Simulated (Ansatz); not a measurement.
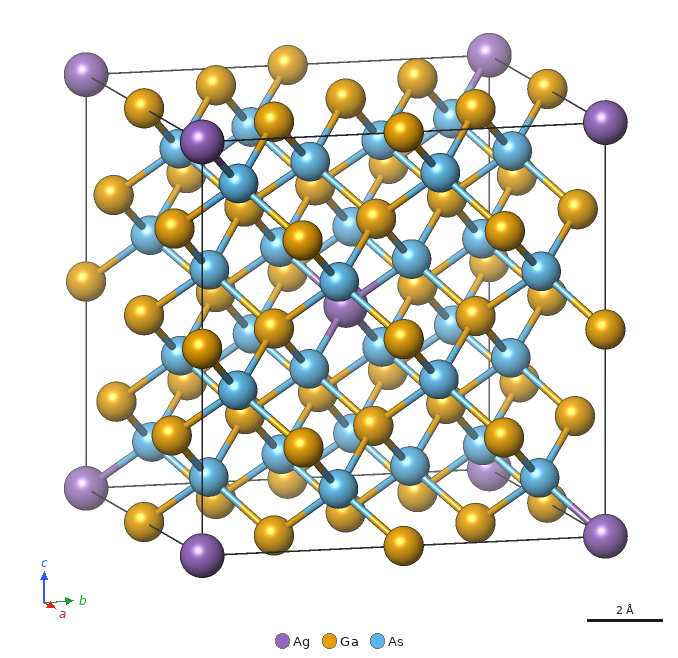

An orthographic ball-and-stick view of the structure, slightly off an axis. One drawn cell (a repeat of the simulation cell) is framed, with atoms on its boundary repeated.

- The formula is Ga15AgAs16.
- Within 0.01 Å the space group is I-43m (No. 217), body-centred cubic.
- Cell content 30 Ga, 2 Ag, 32 As; Z = 2.
- The neighbours of Ag are four As in a tetrahedral arrangement at about 2.5 Å. The neighbours of Ga are four As in a tetrahedral arrangement at about 2.4 Å.
- The bonds build a three-dimensional framework.

Provenance: a structure listed in the Materials Project, repeated into a supercell with a point defect put in. The atoms were relaxed in a fixed cell with DFT LDA, scalar-relativistic, plane waves, PAW (Ansatz 0.2.0).
